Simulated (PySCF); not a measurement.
# ZrHOH: singlet, from a bent start

The task is one start of a wider search on ZrHOH: the singlet, from a bent start. It is relaxed, tested by its Hessian and followed downhill if it is a saddle.

The runs use PySCF 2.14.0; PBE0, basis Zr def2-TZVP with ECP28, H def2-TZVP, O def2-TZVP, scalar-relativistic core potentials, no spin–orbit coupling, density fitting.

## (1) The starting structure

4 atoms, charge 0, spin multiplicity 1.

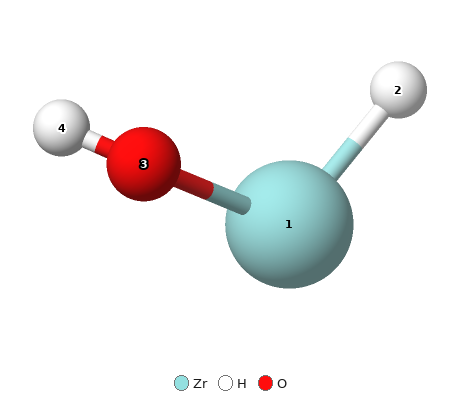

As it starts; zirconium light teal, hydrogen white, oxygen red; atoms are numbered from 1 in the order of the file.

```xyz
4
charge 0 multiplicity 1
Zr    0.0000    0.0000    0.0000
H     1.5236    0.0000    1.0669
O    -1.7776    0.0000    1.2447
H    -2.2830    0.7354    1.5986
```

## (2) Finding the electronic state

The steps below are one call of a driver around PySCF. For each, scf.py gives the equivalent set-up of the SCF; relaxations use the driver's own optimiser. After this first run the driver tries any further starts and a stability analysis.

The input, scf.py:

```python
from pyscf import gto, scf, dft
mol = gto.M(atom='''
Zr     0.000000     0.000000     0.000000
H      1.523600     0.000000     1.066900
O     -1.777600     0.000000     1.244700
H     -2.283000     0.735400     1.598600''',
    basis={'Zr': 'def2-TZVP', 'H': 'def2-TZVP', 'O': 'def2-TZVP'},
    ecp={'Zr': 'def2-TZVP'},
    charge=0, spin=0)
mf = dft.RKS(mol, xc='PBE0')
mf.grids.atom_grid = (50, 194)
aux = {'Zr': 'def2-universal-JKFIT', 'H': 'def2-universal-JKFIT', 'O': 'def2-universal-JKFIT'}
mf = mf.density_fit(auxbasis=aux)
mf.conv_tol = 1e-08
mf.diis_space = 10
mf.max_cycle = 60
mf.init_guess = 'minao'
mf.verbose = 4
mf.kernel()
```

Started as:

```
$ OMP_NUM_THREADS=2 python axn.py task.json out
```

Standard output (excerpt; [...] marks lines left out):

```text
[... the frontier levels of the middle cycles are left out ...]
init E= -117.745746738138
  HOMO = -0.450948506488562  LUMO = -0.442029231911446  gap/eV = 0.24271
cycle= 1 E= -122.920856820178  delta_E= -5.18  |g|= 1.14  |ddm|= 4.28
  HOMO = -0.0123096023003484  LUMO = 0.0250435223125278  gap/eV = 1.01643
cycle= 2 E= -122.585533121574  delta_E= 0.335  |g|= 1.49  |ddm|=  3.6
  HOMO = -0.148154248820371  LUMO = -0.132173593802631  gap/eV = 0.43486
cycle= 3 E= -123.273568238701  delta_E= -0.688  |g|= 0.219  |ddm|= 3.13
cycle= 4 E= -123.289441751191  delta_E= -0.0159  |g|= 0.119  |ddm|= 0.326
cycle= 5 E= -123.29309507331  delta_E= -0.00365  |g|= 0.0682  |ddm|= 0.157
cycle= 6 E= -123.294671817284  delta_E= -0.00158  |g|= 0.0237  |ddm|= 0.0692
cycle= 7 E= -123.295513133565  delta_E= -0.000841  |g|= 0.0152  |ddm|= 0.0774
cycle= 8 E= -123.296495086725  delta_E= -0.000982  |g|= 0.0104  |ddm|= 0.111
cycle= 9 E= -123.297481737822  delta_E= -0.000987  |g|= 0.00674  |ddm|= 0.161
cycle= 10 E= -123.297819897835  delta_E= -0.000338  |g|= 0.00517  |ddm|= 0.0805
cycle= 11 E= -123.298159351194  delta_E= -0.000339  |g|= 0.00535  |ddm|= 0.101
cycle= 12 E= -123.298109691527  delta_E= 4.97e-05  |g|= 0.00558  |ddm|= 0.0138
cycle= 13 E= -123.297980231463  delta_E= 0.000129  |g|= 0.00424  |ddm|= 0.0424
cycle= 14 E= -123.297705242592  delta_E= 0.000275  |g|= 0.00296  |ddm|= 0.123
cycle= 15 E= -123.297603823315  delta_E= 0.000101  |g|= 0.00253  |ddm|= 0.0625
cycle= 16 E= -123.297457702612  delta_E= 0.000146  |g|= 0.00267  |ddm|= 0.124
cycle= 17 E= -123.297422155244  delta_E= 3.55e-05  |g|= 0.0021  |ddm|= 0.0438
cycle= 18 E= -123.297382389868  delta_E= 3.98e-05  |g|= 0.00271  |ddm|= 0.073
cycle= 19 E= -123.297385745603  delta_E= -3.36e-06  |g|= 0.00341  |ddm|= 0.0169
cycle= 20 E= -123.297384790943  delta_E= 9.55e-07  |g|= 0.00179  |ddm|= 0.0228
cycle= 21 E= -123.297381935297  delta_E= 2.86e-06  |g|= 0.00131  |ddm|= 0.0211
cycle= 22 E= -123.297382120472  delta_E= -1.85e-07  |g|= 0.000898  |ddm|= 0.00754
cycle= 23 E= -123.297382580911  delta_E= -4.6e-07  |g|= 0.000259  |ddm|= 0.00751
cycle= 24 E= -123.297382682321  delta_E= -1.01e-07  |g|= 6.92e-05  |ddm|= 0.0023
cycle= 25 E= -123.297382721548  delta_E= -3.92e-08  |g|= 5.53e-05  |ddm|= 0.000944
cycle= 26 E= -123.297382764512  delta_E= -4.3e-08  |g|= 3.49e-05  |ddm|= 0.0015
cycle= 27 E= -123.297382785938  delta_E= -2.14e-08  |g|= 2.55e-05  |ddm|= 0.000958
cycle= 28 E= -123.297382779049  delta_E= 6.89e-09  |g|= 1.77e-05  |ddm|= 0.000523
  HOMO = -0.132114887926321  LUMO = -0.0887910885111403  gap/eV = 1.17890
Extra cycle  E= -123.297382781651  delta_E= -2.6e-09  |g|= 1.79e-05  |ddm|= 0.000159
converged SCF energy = -123.297382781651
```

This step, with its further starts and checks, took 7.1 s on 2 threads of Arm Neoverse V2, shared host.

The starts that the driver tried:

```tsv
start	energy (Eh)
the minimal-basis guess	-123.297383
a thermally smeared density	-123.328182
a smeared PBE density	-123.328182
```

The first run landed in a state that is too high. Following the other starts and the instabilities gains 80.9 kJ/mol (-123.32818 Eh), and the work goes on from there.

## (3) Bent start, singlet: relaxation

The program finds C1 symmetry in the start. The walk stops when the largest gradient is under 0.0003 Eh/bohr and the energy has settled too.

Changes to scf.py since step 2:

```diff
@@ -3,4 +3,4 @@
-Zr     0.000000     0.000000     0.000000
-H      1.523600     0.000000     1.066900
-O     -1.777600     0.000000     1.244700
-H     -2.283000     0.735400     1.598600''',
+Zr     0.270563    -0.006868    -0.209379
+H      1.794163    -0.006868     0.857521
+O     -1.507037    -0.006868     1.035321
+H     -2.012437     0.728532     1.389221''',
@@ -17 +16,0 @@
-mf.init_guess = 'minao'
```

Steps of the walk:

```tsv
step	energy (Eh)	change (kJ/mol)	largest gradient (Eh/bohr)
0	-123.328182	0.00	0.05976
1	-123.347255	-50.07	0.03682
2	-123.352900	-64.90	0.01564
3	-123.354337	-68.67	0.00653
4	-123.354742	-69.73	0.00774
5	-123.355444	-71.58	0.00446
6	-123.355563	-71.89	0.00759
7	-123.355772	-72.44	0.00566
8	-123.356041	-73.14	0.00537
9	-123.356435	-74.18	0.00377
10	-123.356820	-75.19	0.00487
11	-123.357045	-75.78	0.00288
12	-123.357065	-75.83	0.00664
13	-123.357146	-76.04	0.00254
14	-123.357178	-76.13	0.00058
15	-123.357190	-76.16	0.00122
16	-123.357196	-76.18	0.00119
17	-123.357199	-76.18	0.00048
18	-123.357201	-76.19	0.00013
```

The walk took 27 s.

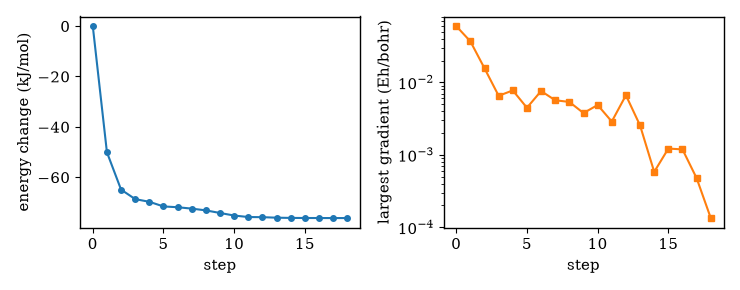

How energy and gradient fall.

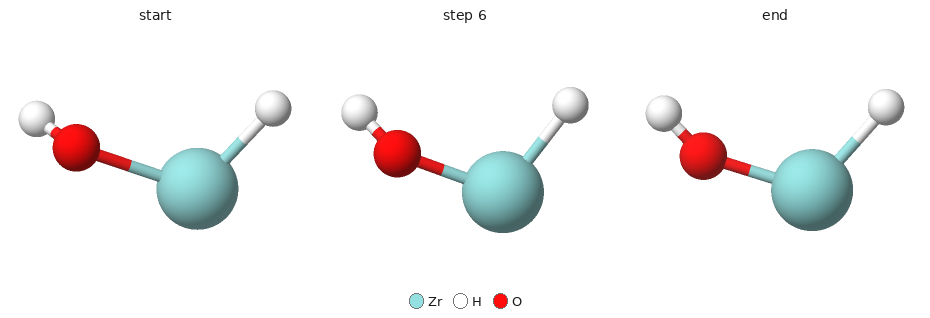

The geometry along the walk, at one scale.

After 18 steps and 76.2 kJ/mol it ends at Cs: O–H 0.956 Å, Zr–H 1.836 Å, Zr–O 1.876 Å; H–O–Zr 150.2°, H–Zr–O 114.2°.

## (4) Hessian and properties

The point is checked on the finer grid, and tightened if its gradient asks for it. The Hessian and the dipole derivatives come from central differences of analytic gradients, with steps of 0.02 bohr.

Changes to scf.py since step 3:

```diff
@@ -3,4 +3,4 @@
-Zr     0.270563    -0.006868    -0.209379
-H      1.794163    -0.006868     0.857521
-O     -1.507037    -0.006868     1.035321
-H     -2.012437     0.728532     1.389221''',
+Zr     0.242079    -0.071603    -0.156841
+H      1.751081     0.178640     0.857613
+O     -1.357954     0.348646     0.728185
+H     -1.814925     0.653955     1.510836''',
@@ -11 +11 @@
-mf.grids.atom_grid = (50, 194)
+mf.grids.atom_grid = (75, 302)
@@ -14 +14 @@
-mf.conv_tol = 1e-08
+mf.conv_tol = 1e-10
```

This SCF starts from the last density.

Log of the central SCF (cycles and frontier levels):

```text
init E= -123.357208952731
  HOMO = -0.166675464731657  LUMO = -0.083029749364179  gap/eV = 2.27612
cycle= 1 E= -123.357208952731  delta_E= -8.81e-13  |g|= 1.71e-06  |ddm|= 4.97e-06
  HOMO = -0.166675021217682  LUMO = -0.0830290995961765  gap/eV = 2.27612
Extra cycle  E= -123.357208952729  delta_E= 1.93e-12  |g|= 2.74e-06  |ddm|= 5.86e-06
converged SCF energy = -123.357208952729
```

The whole step took 43 s.

Geometry: Cs; O–H 0.956 Å, Zr–H 1.835 Å, Zr–O 1.876 Å; H–O–Zr 149.9°, H–Zr–O 114.2°.

Harmonic modes (main isotopes):

```json
{"symmetry": "a'", "ω (cm⁻¹)": "285", "IR (km/mol)": "48.0"}
{"symmetry": "a''", "ω (cm⁻¹)": "363", "IR (km/mol)": "101"}
{"symmetry": "a'", "ω (cm⁻¹)": "390", "IR (km/mol)": "98.5"}
{"symmetry": "a'", "ω (cm⁻¹)": "747", "IR (km/mol)": "94.2"}
{"symmetry": "a'", "ω (cm⁻¹)": "1691", "IR (km/mol)": "239"}
{"symmetry": "a'", "ω (cm⁻¹)": "3949", "IR (km/mol)": "306"}
```

Every mode is real; the point is a minimum.

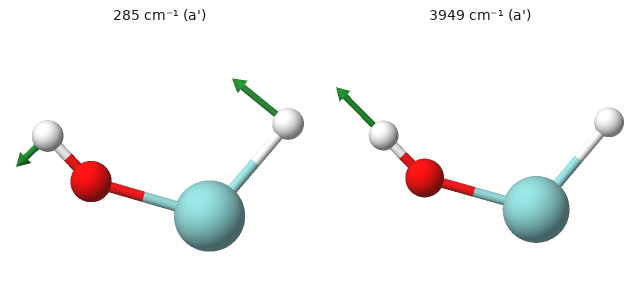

How the atoms move in 2 of the modes.

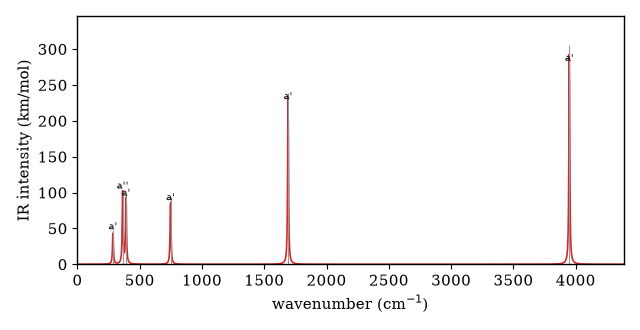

The harmonic infrared spectrum (widths in cm⁻¹). Lines are broadened to a width of 8 cm⁻¹ (Lorentzian).

Constants and moments:

```
Dipole moment                                                   : 1.08 D
Highest occupied level                                          : -4.54 eV
Lowest empty level                                              : -2.26 eV
Rotational constants                                            : 5.608, 0.3078, 0.2918 cm⁻¹
Zero-point energy                                               : 44.4 kJ/mol
Principal polarisabilities                                      : 78.7, 104.3, 116.4 bohr³
Atomisation energy without zero-point energy                    : 1193 kJ/mol
Principal traceless quadrupole moments about the centre of mass : -5.17, -5.03, 10.20 D Å
Entropy at 298.15 K and 1 bar                                   : 270.0 J/(mol K)
Heat capacity Cp at 298.15 K                                    : 56.4 J/(mol K)
Enthalpy at 298.15 K above 0 K                                  : 13.07 kJ/mol
Rotational symmetry number                                      : 1
```

Populations by atom (charges in e):

| atom | Mulliken | Löwdin | polar tensor | Mayer order to Zr1 |
| --- | --- | --- | --- | --- |
| Zr1 | 0.50 | 0.26 | 0.68 | – |
| H2 | -0.17 | -0.15 | -0.25 | 0.96 |
| O3 | -0.68 | -0.28 | -0.80 | 1.16 |
| H4 | 0.35 | 0.17 | 0.37 | 0.03 |

Outer orbital energies (eV). occupied: -35.43, -35.28, -27.47, -14.56, -10.50, -10.33, -8.32, -4.54; empty: -2.26, -2.24, -1.46, -1.26.

Mulliken populations on Zr1 (outside its core potential): s 3.33, p 6.26, d 1.87, f 0.05.

## (5) A spin-polarised start

A stability analysis found the closed shell of the lowest minimum unstable towards spin polarisation, so the unrestricted solution is followed.

The program finds Cs symmetry in the start, which may break. Threshold on the gradient: 0.0003 Eh/bohr, with a further test on the energy change.

Changes to scf.py since step 4:

```diff
@@ -3,4 +3,4 @@
-Zr     0.242079    -0.071603    -0.156841
-H      1.751081     0.178640     0.857613
-O     -1.357954     0.348646     0.728185
-H     -1.814925     0.653955     1.510836''',
+Zr     0.242270    -0.071401    -0.156225
+H      1.751273     0.178842     0.858229
+O     -1.357762     0.348848     0.728801
+H     -1.814734     0.654157     1.511452''',
@@ -10,2 +10,2 @@
-mf = dft.RKS(mol, xc='PBE0')
-mf.grids.atom_grid = (75, 302)
+mf = dft.UKS(mol, xc='PBE0')
+mf.grids.atom_grid = (50, 194)
@@ -14 +14 @@
-mf.conv_tol = 1e-10
+mf.conv_tol = 1e-08
```

Energy and gradient, step by step:

```tsv
step	energy (Eh)	change (kJ/mol)	largest gradient (Eh/bohr)
0	-123.371019	0.00	0.00933
1	-123.371357	-0.89	0.00353
2	-123.371400	-1.00	0.00619
3	-123.371703	-1.80	0.00489
4	-123.371781	-2.00	0.00238
5	-123.371848	-2.18	0.00167
6	-123.371860	-2.21	0.00126
7	-123.371865	-2.22	0.00053
8	-123.371866	-2.22	0.00014
```

The walk took 18 s.

Geometry (Å) and forces (eV/Å) at some steps:

```
step 0
Zr   0.242  -0.071  -0.156   0.210  -0.092  -0.265
H    1.751   0.179   0.858   0.272   0.008   0.078
O   -1.358   0.349   0.729  -0.480   0.095   0.219
H   -1.815   0.654   1.511  -0.002  -0.011  -0.032
step 1
Zr   0.247  -0.055  -0.157  -0.014  -0.017  -0.021
H    1.775   0.170   0.854   0.182   0.003   0.015
O   -1.373   0.323   0.741  -0.163   0.041  -0.002
H   -1.829   0.673   1.505  -0.005  -0.027   0.008
step 4
Zr   0.250  -0.049  -0.119  -0.013   0.035   0.120
H    1.851   0.157   0.824  -0.019  -0.012  -0.060
O   -1.404   0.337   0.736  -0.008   0.017  -0.017
H   -1.875   0.666   1.501   0.040  -0.040  -0.043
step 8
Zr   0.253  -0.045  -0.087   0.001   0.004  -0.002
H    1.884   0.149   0.802  -0.001   0.000  -0.001
O   -1.419   0.349   0.729  -0.002  -0.002  -0.006
H   -1.896   0.658   1.497   0.001  -0.003   0.009
```

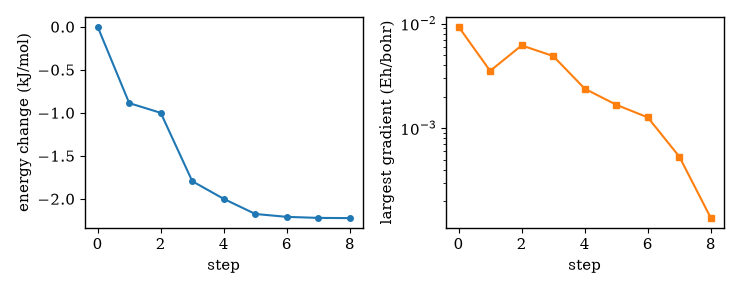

How energy and gradient fall.

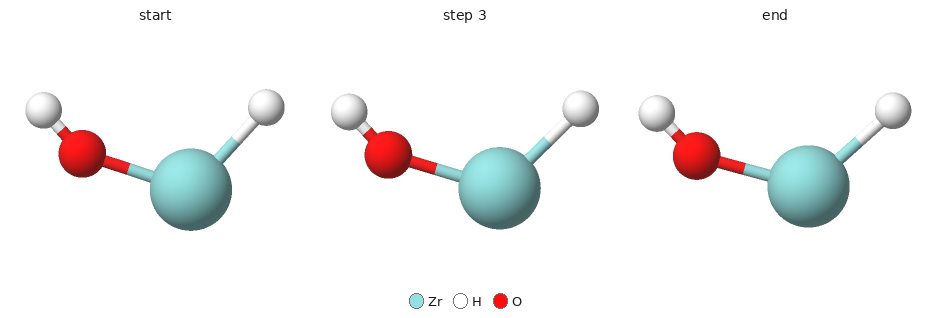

The geometry along the walk, at one scale.

After 8 steps and 2.2 kJ/mol it ends at Cs: O–H 0.956 Å, Zr–H 1.867 Å, Zr–O 1.902 Å; H–O–Zr 148.3°, H–Zr–O 122.8°.

## (6) Vibrations and properties at this point

The same treatment as at the point before.

Changes to scf.py since step 5:

```diff
@@ -3,4 +3,4 @@
-Zr     0.242270    -0.071401    -0.156225
-H      1.751273     0.178842     0.858229
-O     -1.357762     0.348848     0.728801
-H     -1.814734     0.654157     1.511452''',
+Zr     0.252608    -0.066944    -0.141822
+H      1.884080     0.128814     0.744649
+O     -1.422771     0.331184     0.667172
+H     -1.894212     0.633946     1.442137''',
@@ -11 +11 @@
-mf.grids.atom_grid = (50, 194)
+mf.grids.atom_grid = (75, 302)
@@ -14 +14 @@
-mf.conv_tol = 1e-08
+mf.conv_tol = 1e-10
```

Log of the central SCF (cycles and frontier levels):

```text
init E= -123.371890672149
[... the frontier-level lines of each cycle are left out ...]
cycle= 1 E= -123.37189067215  delta_E= -2.84e-13  |g|= 1.75e-06  |ddm|= 4.7e-06
Extra cycle  E= -123.371890672149  delta_E= 7.96e-13  |g|= 2.67e-06  |ddm|= 5.38e-06
converged SCF energy = -123.371890672149  <S^2> = 0.90184132  2S+1 = 2.1464774
```

The whole step took 86 s on 2 threads of Arm Neoverse V2, shared host.

Geometry: Cs; O–H 0.956 Å, Zr–H 1.867 Å, Zr–O 1.903 Å; H–O–Zr 147.7°, H–Zr–O 123.1°.

Modes, for the most abundant isotopes:

| ω (cm⁻¹) | IR (km/mol) | μ (u) |
| --- | --- | --- |
| 340 | 43.8 | 1.08 |
| 399 | 133 | 1.18 |
| 399 | 116 | 1.15 |
| 713 | 130 | 7.37 |
| 1619 | 371 | 1.02 |
| 3946 | 228 | 1.07 |

Every mode is real; the point is a minimum.

The SCF density has lower symmetry than the nuclear frame, so the modes carry no labels.

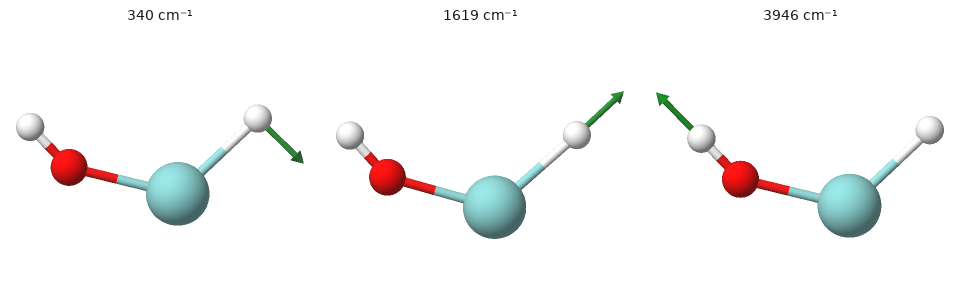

Displacements of 3 of the modes, as arrows (one member where a mode is degenerate).

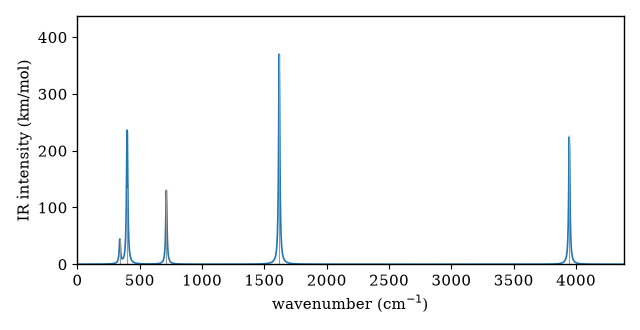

The harmonic infrared spectrum (widths in cm⁻¹). Lines are broadened to a width of 12 cm⁻¹ (Lorentzian).

Constants and moments:

```yaml
Dipole_moment: 0.99 D
Highest_occupied_level: -4.81 eV
Lowest_empty_level: -1.69 eV
Rotational_constants: 6.296, 0.2968, 0.2835 cm⁻¹
Zero-point_energy: 44.4 kJ/mol
Principal_polarisabilities: 63.8, 91.7, 101.7 bohr³
Atomisation_energy_without_zero-point_energy: 1232 kJ/mol
Principal_traceless_quadrupole_moments_about_the_centre_of_mass: -8.39, -1.54, 9.93 D Å
Entropy_at_298.15_K_and_1_bar: 268.0 J/(mol K)
Heat_capacity_Cp_at_298.15_K: 55.8 J/(mol K)
Enthalpy_at_298.15_K_above_0_K: 12.81 kJ/mol
Rotational_symmetry_number: 1
Spin_squared_⟨S²⟩: 0.902
```

Populations by atom (charges in e):

| atom | Mulliken | Löwdin | polar tensor | spin (Mulliken) | Mayer order to Zr1 |
| --- | --- | --- | --- | --- | --- |
| Zr1 | 0.57 | 0.31 | 0.84 | 0.00 | – |
| H2 | -0.20 | -0.17 | -0.34 | 0.00 | 0.95 |
| O3 | -0.71 | -0.30 | -0.84 | 0.00 | 1.09 |
| H4 | 0.34 | 0.16 | 0.34 | 0.00 | 0.03 |

Outer orbital energies (eV). α occupied: -34.79, -34.42, -27.03, -14.06, -9.97, -9.85, -7.76, -4.81; empty: -1.69, -1.53, -1.13, -0.86. β occupied: -34.79, -34.42, -27.03, -14.06, -9.97, -9.85, -7.76, -4.81; empty: -1.69, -1.53, -1.14, -0.86.

Mulliken populations on Zr1 (outside its core potential): s 2.98, p 6.27, d 2.13, f 0.04.

## (7) All stationary points

| spin | group | bonds | imaginary modes (cm⁻¹) | ΔE (kJ/mol) | with zero-point energy |
| --- | --- | --- | --- | --- | --- |
| broken-symmetry (Ms = 0) | Cs (density of lower symmetry) | O–H 0.956 Å, Zr–H 1.867 Å, Zr–O 1.903 Å | none | 0.0 | 0.0 |
| singlet | Cs | O–H 0.956 Å, Zr–H 1.835 Å, Zr–O 1.876 Å | none | 38.5 | 38.6 |

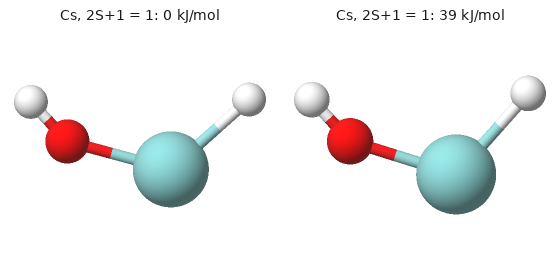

The points, lowest first (zirconium light teal, hydrogen white, oxygen red).

## (8) What came out

| quantity | value |
| --- | --- |
| minimum | broken-symmetry (Ms = 0), Cs |
| geometry | O–H 0.956 Å, Zr–H 1.867 Å, Zr–O 1.903 Å; H–O–Zr 147.7°, H–Zr–O 123.1° |
| wavenumbers (cm⁻¹) | 340, 399, 399, 713, 1619, 3946 |
| dipole moment | 0.99 D |
| highest occupied, lowest empty level (either spin) | -4.81, -1.69 eV |
| polar-tensor charge of Zr1 | +0.84 e |
| zero-point energy | 44.4 kJ/mol |
| entropy at 298.15 K | 268.0 J/(mol K) |
| atomisation energy (no zero-point energy) | 1232 kJ/mol |
| ⟨S²⟩ | 0.902 |

From C1 at the start the molecule goes to a Cs minimum. The determinant is spin-contaminated (⟨S²⟩ = 0.90 against 0.00), so it is no pure spin state. The strongest infrared band lies at 1619 cm⁻¹. The first SCF alone would have been 81 kJ/mol too high. Other starts or spin states, not run here, may lie lower. The SCF density has lower symmetry than the nuclear frame.

The search up to here took 3.1 min.
